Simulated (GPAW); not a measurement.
**Near-edge structure at the Ni K edge of AlNi (Pm-3m)**

How does the Ni K edge of AlNi (Pm-3m) move when the bonds are compressed or stretched?

Calculated with GPAW 26.7.0; X-ray absorption from dipole matrix elements to empty bands, plane-wave PAW PBE.

The database entry behind the starting cell differs from later determinations by our own check (about 0.2 % short), so it need not match the best structure at ambient conditions.

## Step 1: Starting point

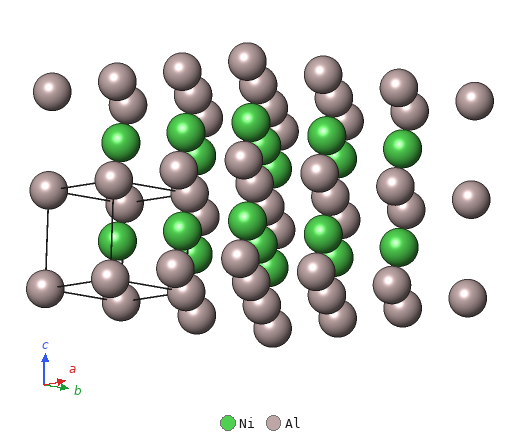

The starting structure, seen from a free direction (nickel green, aluminium light grey). 3×3×2 cells are drawn. Some periodic images of atoms are drawn too.

Structure file:

```cif
data_structure
_symmetry_space_group_name_H-M 'Pm-3m'
_symmetry_Int_Tables_number 221
_cell_length_a 2.8810
_cell_length_b 2.8810
_cell_length_c 2.8810
_cell_angle_alpha 90.000
_cell_angle_beta 90.000
_cell_angle_gamma 90.000
_cell_volume 23.91
loop_
_atom_site_label
_atom_site_type_symbol
_atom_site_symmetry_multiplicity
_atom_site_Wyckoff_symbol
_atom_site_fract_x
_atom_site_fract_y
_atom_site_fract_z
_atom_site_occupancy
Ni1 Ni 1 b 0.50000 0.50000 0.50000 1
Al1 Al 1 a 0.00000 0.00000 0.00000 1
```

## Step 2: Ground state of the crystal

A plain self-consistent run shows whether there is a gap and which moments survive; both decide the set-up of the core-hole run.

File scf.py:

```python
import numpy as np
from ase import Atoms
from ase.parallel import parprint, paropen
from gpaw import GPAW, PW, FermiDirac, Mixer, MixerDif, setup_paths
from gpaw.test import gen
setup_paths.insert(0, '.')
gen('Ni', name='nch1s', xcname='PBE', corehole=(1, 0, 0), write_xml=True)
from gpaw.mpi import world
world.barrier()

atoms = Atoms('NiAl',
    cell=[[2.881, 0, 0],
     [0, 2.881, 0],
     [0, 0, 2.881]],
    scaled_positions=[[0.5, 0.5, 0.5],
     [0, 0, 0]],
    magmoms=[2.0, 0.0],
    pbc=True)
atoms.calc = calc = GPAW(legacy_gpaw=True, mode=PW(430, force_complex_dtype=True), xc='PBE', setups={0: 'nch1s'},
    kpts={'size': (9, 9, 9), 'gamma': True}, occupations=FermiDirac(0.05),
    charge=0, mixer=MixerDif(0.05, 8, 50), maxiter=150,
    convergence={'density': 0.0001, 'eigenstates': 1e-6}, txt='scf.txt')
energy = atoms.get_potential_energy() + calc.get_reference_energy()
ef = calc.get_fermi_level()
out = dict(energy=energy, fermi=ef, forces=atoms.get_forces().tolist(), magmoms=atoms.get_magnetic_moments().tolist())
parprint(f'all-electron energy {energy:.4f} eV, Fermi level {ef:.4f} eV')
ev = np.array([[calc.get_eigenvalues(k, s) for k in range(len(calc.get_ibz_k_points()))] for s in range(calc.get_number_of_spins())])
out['homo'], out['lumo'], out['counts'] = ev[ev < ef].max(), ev[ev > ef].min(), sorted(set((ev < ef).sum((0, 2)).tolist()))
out['filled'] = (ev[:, 0] < ef).sum(1).tolist()
import json
with paropen('out.json', 'w') as f:
    json.dump(out, f)
```

Command:

```bash
$ OMP_NUM_THREADS=1 mpirun -n 4 gpaw python scf.py
```

Numbers of over 12 decimals in the logs are rounded to 6 here.

Log:

```text
Input parameters:
  convergence: {density: 0.0001,
                eigenstates: 1e-06}
  kpts: {gamma: True,
         size: (9, 9, 9)}
  maxiter: 150
  mixer: {backend: pulay,
          beta: 0.05,
          method: difference,
          nmaxold: 8,
          weight: 50}
  mode: {ecut: 430.0,
         force_complex_dtype: True,
         name: pw}
  occupations: {fixmagmom: False,
                name: fermi-dirac,
                width: 0.05}
  setups: {0: nch1s}
  xc: PBE

Initialize ...

[... PAW data sets ...]

Reference energy: -47971.422358  # eV

Spin-polarized calculation.
Initial magnetic moment: 2.000000

[... convergence settings ...]
Symmetries present (total): 48
  [... symmetry matrices ...]

729 k-points: 9 x 9 x 9 Monkhorst-Pack grid
35 k-points in the irreducible part of the Brillouin zone
       k-points in crystal coordinates                weights
   0:     0.00000000    0.00000000    0.00000000          1/729
   1:     0.11111111    0.00000000    0.00000000          6/729
   2:     0.11111111    0.11111111    0.00000000         12/729
   3:     0.11111111    0.11111111    0.11111111          8/729
   4:     0.22222222    0.00000000    0.00000000          6/729
   5:     0.22222222    0.11111111    0.00000000         24/729
   6:     0.22222222    0.11111111    0.11111111         24/729
   7:     0.22222222    0.22222222    0.00000000         12/729
   8:     0.22222222    0.22222222    0.11111111         24/729
   9:     0.22222222    0.22222222    0.22222222          8/729
          ...
  34:     0.44444444    0.44444444    0.44444444          8/729

Wave functions: Plane wave expansion
  Cutoff energy: 430.000 eV
  Number of coefficients (min, max): 461, 494
  Pulay-stress correction: 0.000000 eV/Ang^3 (de/decut=0.000000)
  Using FFTW library
  Wavefunction extrapolation:
    Improved wavefunction reuse through dual PAW basis

Occupation numbers: Fermi-Dirac:
  width: 0.0500  # eV

Eigensolver
   Davidson(niter=2)

Densities:
  Coarse grid: 14*14*14 grid
  Fine grid: 28*28*28 grid
  Total Charge: 0.000000

Density mixing:
  Method: difference
  Backend: pulay
  Linear mixing parameter: 0.05
  old densities: 8
  Width of damping distribution: 1.1
  Damping of long wavelength oscillations: 50

[... Hamiltonian set-up ...]
Number of atoms: 2
Number of atomic orbitals: 16
Number of bands in calculation: 16
Number of valence electrons: 19
Bands to converge: occupied

... initialized

Initializing position-dependent things.

Density initialized from atomic densities
Creating initial wave functions:
  16 bands from LCAO basis set

Positions:
   0 Ni     1.440500    1.440500    1.440500    ( 0.0000,  0.0000,  2.0000)
   1 Al     0.000000    0.000000    0.000000    ( 0.0000,  0.0000,  0.0000)

Unit cell:
           periodic     x           y           z      points  spacing
  1. axis:    yes    2.881000    0.000000    0.000000    14     0.2058
  2. axis:    yes    0.000000    2.881000    0.000000    14     0.2058
  3. axis:    yes    0.000000    0.000000    2.881000    14     0.2058

  Lengths:   2.881000   2.881000   2.881000
  Angles:   90.000000  90.000000  90.000000

Effective grid spacing dv^(1/3) = 0.2058

iter:   1   -11.798259                   +2.0046
iter:   2   -12.239749   -0.57  -1.48    +0.8691
iter:   3   -12.284764   -1.20  -1.52    +0.1751
iter:   4   -12.333410   -1.96  -1.56    +0.1396
iter:   5   -12.302626   -1.97  -1.72    +0.0568
iter:   6   -12.302025   -3.66  -2.26    +0.0114
iter:   7   -12.304403c  -3.66  -2.17    +0.0017
iter:   8   -12.304303c  -4.63  -3.10    -0.0009
iter:   9   -12.304331c  -6.16c -3.54    -0.0002
iter:  10   -12.304273c  -5.50  -3.29    +0.0003
iter:  11   -12.304272c  -8.23c -4.32c   +0.0002

Converged after 11 iterations.

Dipole moment: (-0.000000, -0.000000, -0.000000) |e|*Ang

Total magnetic moment: (0.000000, 0.000000, 0.000226)
Local magnetic moments:
   0 Ni ( 0.000000,  0.000000,  0.000262)
   1 Al ( 0.000000,  0.000000,  0.000008)

Energy contributions relative to reference atoms: (reference = -47971.422358)

Kinetic:        +12.807138
Potential:       -8.024525
External:        +0.000000
XC:             -17.194432
Entropy (-ST):   -0.006513
Local:           +0.110803
SIC:             +0.000000
--------------------------
Free energy:    -12.307529
Extrapolated:   -12.304272

Spin contamination: 0.000051 electrons
Showing only first 2 kpts
                      Up                     Down
 Kpt  Band  Eigenvalues  Occupancy  Eigenvalues  Occupancy
  0     7      7.52326    1.00000      7.52345    1.00000
  0     8      7.52326    1.00000      7.52345    1.00000
  0     9     14.50209    0.00000     14.50209    0.00000
  0    10     14.50209    0.00000     14.50209    0.00000

  1     7      7.42436    1.00000      7.42456    1.00000
  1     8      7.53353    1.00000      7.53373    1.00000
  1     9     12.67410    0.00000     12.67416    0.00000
  1    10     14.80411    0.00000     14.80411    0.00000

Fermi level: 9.06799

No gap
No difference between direct/indirect transitions

Forces in eV/Ang:
  0 Ni   -0.00000   -0.00000   -0.00000
  1 Al   -0.00000   -0.00000   -0.00000
Scalar-relativistic atomic PBE calculation for Ni (Nickel, Z=28)
Core hole in 1s state (1s occupation: 2.0)
600 radial gridpoints.
|------------------------------------------------|
|------------------------------------------------|
[... the atom generator's iteration count ...]

Energy contributions:
-------------------------
Kinetic:    +1540.929779
XC:           -63.221932
Potential:  -2997.953785
-------------------------
Total:      -1520.245939

state      eigenvalue         ekin         rmax
-----------------------------------------------
1s^2.0 :  -301.662818   390.204282        0.035
2s^2.0 :   -36.071156    72.699164        0.205
2p^6.0 :   -31.042670    70.832382        0.165
3s^2.0 :    -4.079976    15.945930        0.639
3p^6.0 :    -2.623679    13.987349        0.647
3d^8.0 :    -0.326137     8.968058        0.630
4s^2.0 :    -0.207324     1.284088        2.237
4p^0.0 :    -0.045048     0.515423        3.183
-----------------------------------------------
(units: Bohr and Hartree)

Generating PAW setup
Kinetic energy of the core from tauc = 1395.318382
Cutoffs:
rc(s)=2.200
rc(p)=2.280
rc(d)=2.150
rc(vbar)=2.220
rc(comp)=2.180
rc(nct)=2.280

Kinetic energy of the core states: 1382.693043
Charge: 0.0
Core electrons: 12.0
Valence electrons: 16.0
Pseudo-core charge: 0.042185
Shape function alpha=2.104
Pseudo-electron charge 4.261557
state    eigenvalue         norm
--------------------------------
4s(2) :    -0.207324     1.058068
*s    :     0.792676
3p(6) :    -2.623679     0.051383
4p(0) :    -0.045048     1.003472
3d(8) :    -0.326137     0.224367
*d    :     0.673863
--------------------------------

Diagonalizing with gridspacing h=0.050

state   all-electron     PAW
-------------------------------
4s:      -0.207324    -0.207563
3p:      -2.623679    -2.624413
3d:      -0.326137    -0.326889
*f:                    0.070702
-------------------------------
all-electron energy -47983.7266 eV, Fermi level 9.0680 eV
```

Elapsed: 5.1 s, on 4 MPI ranks of Arm Neoverse V2, shared host; peak memory 0.19 GiB.

The mesh shows no gap, so the system is treated as a metal and the core electron is put at the Fermi level (neutral cell).

## Step 3: Supercell without a hole, the energy reference

The photon energy needs a difference of total energies, so the cell and mesh of the coming hole run are first run without a hole.

scf.py, as its differences from that of step 2:

```diff
@@ -10,12 +10,26 @@
 
-atoms = Atoms('NiAl',
-    cell=[[2.881, 0, 0],
-     [0, 2.881, 0],
-     [0, 0, 2.881]],
-    scaled_positions=[[0.5, 0.5, 0.5],
-     [0, 0, 0]],
-    magmoms=[2.0, 0.0],
+atoms = Atoms('Ni8Al8',
+    cell=[[5.762, 0, 0],
+     [0, 5.762, 0],
+     [0, 0, 5.762]],
+    scaled_positions=[[0.25, 0.25, 0.25],
+     [0.25, 0.25, 0.75],
+     [0.25, 0.75, 0.25],
+     [0.75, 0.25, 0.25],
+     [0.25, 0.75, 0.75],
+     [0.75, 0.25, 0.75],
+     [0.75, 0.75, 0.25],
+     [0.75, 0.75, 0.75],
+     [0, 0, 0],
+     [0, 0, 0.5],
+     [0, 0.5, 0],
+     [0.5, 0, 0],
+     [0, 0.5, 0.5],
+     [0.5, 0, 0.5],
+     [0.5, 0.5, 0],
+     [0.5, 0.5, 0.5]],
+    magmoms=[2.0, 2.0, 2.0, 2.0, 2.0, 2.0, 2.0, 2.0, 0.0, 0.0, 0.0, 0.0, 0.0, 0.0, 0.0, 0.0],
     pbc=True)
 atoms.calc = calc = GPAW(legacy_gpaw=True, mode=PW(430, force_complex_dtype=True), xc='PBE', setups={0: 'nch1s'},
-    kpts={'size': (9, 9, 9), 'gamma': True}, occupations=FermiDirac(0.05),
+    kpts={'size': (4, 4, 4), 'gamma': True}, occupations=FermiDirac(0.1),
     charge=0, mixer=MixerDif(0.05, 8, 50), maxiter=150,
```

Log:

```text
Input parameters:
  convergence: {density: 0.0001,
                eigenstates: 1e-06}
  kpts: {gamma: True,
         size: (4, 4, 4)}
  maxiter: 150
  mixer: {backend: pulay,
          beta: 0.05,
          method: difference,
          nmaxold: 8,
          weight: 50}
  mode: {ecut: 430.0,
         force_complex_dtype: True,
         name: pw}
  occupations: {fixmagmom: False,
                name: fermi-dirac,
[...]
*s    :     0.792676
3p(6) :    -2.623679     0.051383
4p(0) :    -0.045048     1.003472
3d(8) :    -0.326137     0.224367
*d    :     0.673863
--------------------------------

Diagonalizing with gridspacing h=0.050

state   all-electron     PAW
-------------------------------
4s:      -0.207324    -0.207563
3p:      -2.623679    -2.624413
3d:      -0.326137    -0.326889
*f:                    0.070702
-------------------------------
all-electron energy -383869.8086 eV, Fermi level 9.0098 eV
[key lines of the parts left out:]
Converged after 14 iterations.
Dipole moment: (-0.000117, -0.000117, -0.000117) |e|*Ang
Free energy:    -98.571470
Fermi level: 9.00975
```

Wall time 91 s (4 MPI ranks); peak memory 0.46 GiB; 6 min of CPU time.

Reference energy: -383869.809 eV with the cores included.

[end of part 1 of 4]

[Banner, clock and machine lines of the logs are left out without a mark of their own.]

[Logs are printed without paths, hosts, clocks, repeated set-up lines and the standing remarks that a program may print on its own settings, such as how far it seeks lower states.]

[Hosts, paths, dates, database ids (printed as entryN), source tags and the programs' standing remarks are cut or masked in the printed files.]

[Lists of maxima count a maximum above −3 eV only where it reaches 4 % of the highest in the window and stands out from its surroundings by 2 % of it (1.5 % where it reaches 55 %); shoulders and weaker maxima are passed over, and of the rest the first, up to two pre-edge ones and the few strongest are named.]
